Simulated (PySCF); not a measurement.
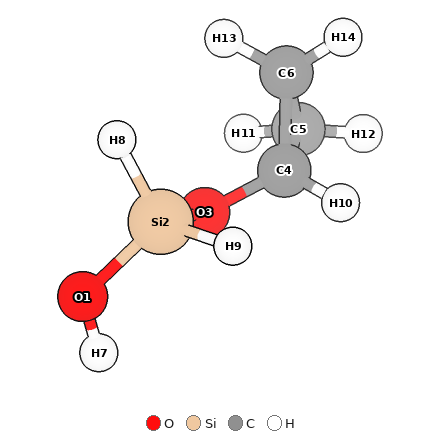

C₃H₈O₂Si, SMILES O[SiH2]OC1CC1. Vertical core-electron binding energies by ΔSCF (SCAN, pcX-2 on the ionised atom, pcseg-1 elsewhere, spin-free X2C; PySCF 2.14.0, at a PBE0-D3(BJ)/def2-SVP geometry (no frequency check)), gas phase, against the vacuum level. One atom of each kind was ionised; within a panel, areas follow the number of like atoms and 2j + 1 (2p levels are split by first-order spin-orbit coupling, an approximation), each panel is scaled alone, Gaussians of 1.0 eV full width. Only the regions named are shown. Lines closer than the width merge in the curve.

Predict the C 1s, O 1s and Si 2p photoelectron lines.

Answer.
| level | atoms | binding energy (eV) |
| --- | --- | --- |
| C 1s | C4 | 292.3 |
| C 1s | C5, C6 | 290.7 |
| O 1s | O1 | 538.8 |
| O 1s | O3 | 538.1 |
| Si 2p1/2 | Si2 | 108.4 |
| Si 2p3/2 | Si2 | 107.8 |

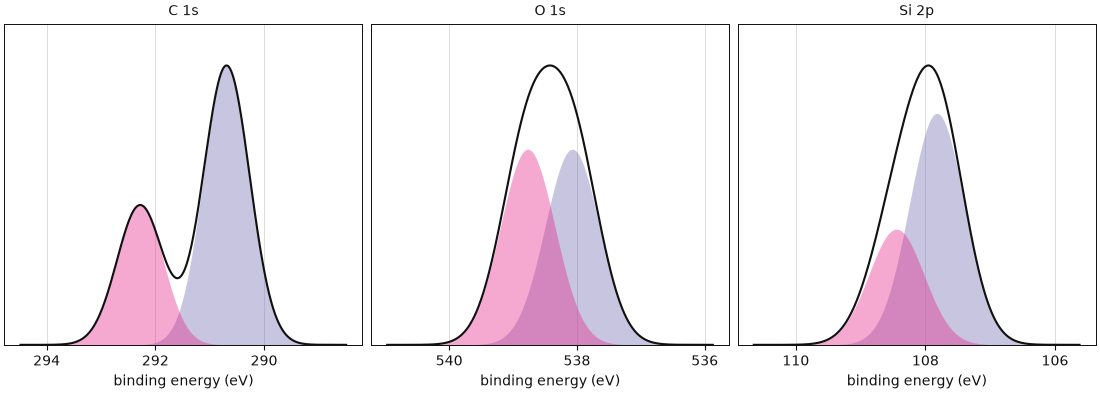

Note: one conformer of a flexible molecule.
